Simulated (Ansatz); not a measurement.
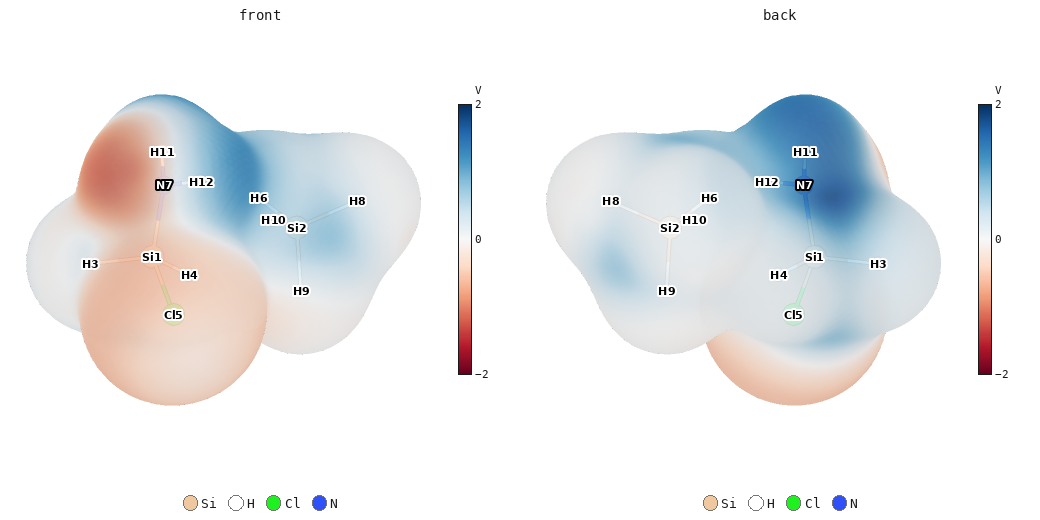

Figure. ClH4NSi···SiH4. The molecular electrostatic potential painted on the density surface at 0.001 e/bohr³, seen from the front and from behind; the colour scale runs from red (negative) to blue (positive).

Not at a stationary point (largest force 1.2 eV/Å).

Computed with UKS B3LYP-D4/cc-pVDZ in Ansatz 0.2.0.

The calculation's input:

```
crystal:
  periodic: [false, false, false]
  atoms:
    - { symbol: Si, position_ang: [-1.195, 0.164, -0.2949] }
    - { symbol: Si, position_ang: [0.6279, -1.2529, 0.8886] }
    - { symbol: H, position_ang: [-1.548, 0.2312, -1.7151] }
    - { symbol: H, position_ang: [-2.2797, -0.7423, 0.173] }
    - { symbol: Cl, position_ang: [-1.7422, 1.8292, 0.7548] }
    - { symbol: H, position_ang: [1.0989, 0.2744, -0.095] }
    - { symbol: "N", position_ang: [0.5651, 1.214, -0.876] }
    - { symbol: H, position_ang: [1.6785, -0.7528, 1.7985] }
    - { symbol: H, position_ang: [-0.1628, -2.1341, 1.7438] }
    - { symbol: H, position_ang: [1.321, -2.1539, -0.0453] }
    - { symbol: H, position_ang: [0.9193, 1.177, -1.8252] }
    - { symbol: H, position_ang: [0.717, 2.1462, -0.5072] }
magnetization:
  spin_polarized: true
basis:
  gaussian: { orbitals: cc-pVDZ }
hamiltonian:
  xc: b3lyp
  dispersion: d4
relax:
  f_tol: 0.15
  max_steps: 25
  restrain:
    - { distance: [0, 6], at: 1.82, k: 30.0 }
    - { distance: [5, 1], at: 1.42, k: 30.0 }
    - { distance: [0, 1], at: 3.52, k: 30.0 }
    - { distance: [5, 6], at: 2.32, k: 30.0 }
output:
  orbitals: {}
```

Run with:

```sh
ansatz run input.yaml --threads 4 --pin off --max-ram 5120MiB --backend cpu --events-out ev --progress --plain --runs-dir out
```

The fields are those of the run's last geometry, not of the input's.

Question: Which sites attract a positive test charge, and which a negative one?

Answer: A positive charge is drawn to the negative regions and a negative charge to the positive ones. The most negative region (about −1.1 V) lies over N7, the most positive (about +1.6 V) over Si1 and H11. N7 is the likeliest acceptor of a hydrogen bond.
